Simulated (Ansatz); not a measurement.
## A computed series for CrCuO2: pressure series

The parent structure is CrCuO2 (space group R-3m, No. 166; a = 3.013 Å, c = 17.112 Å (hexagonal axes); ferromagnetic).

Cell and atoms are relaxed at each pressure.

All numbers come from PBE (Ansatz, a first-principles code, PAW, scalar-relativistic without spin-orbit coupling).

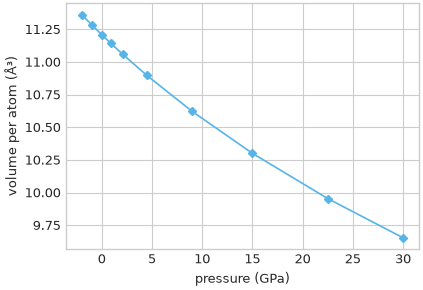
Figure: Volume per atom against pressure

```json
[
 {"pressure (GPa)": "-2", "volume per atom": "11.36 Å³"},
 {"pressure (GPa)": "-1", "volume per atom": "11.28 Å³"},
 {"pressure (GPa)": "0.9", "volume per atom": "11.14 Å³"},
 {"pressure (GPa)": "2.1", "volume per atom": "11.06 Å³"},
 {"pressure (GPa)": "4.5", "volume per atom": "10.90 Å³"},
 {"pressure (GPa)": "9", "volume per atom": "10.62 Å³"},
 {"pressure (GPa)": "15", "volume per atom": "10.30 Å³"},
 {"pressure (GPa)": "22.5", "volume per atom": "9.95 Å³"},
 {"pressure (GPa)": "30", "volume per atom": "9.65 Å³"}
]
```

Load acts through the strain it causes; cell and atoms are relaxed under it. Stability against distortions was not tested. Competing high-pressure phases were not computed. No Hubbard U is applied and the magnetic state is the run's own (CrCuO2 ferromagnetic); small cells can't hold the antiferromagnetic order that many such compounds have, so gaps and moments can be off.
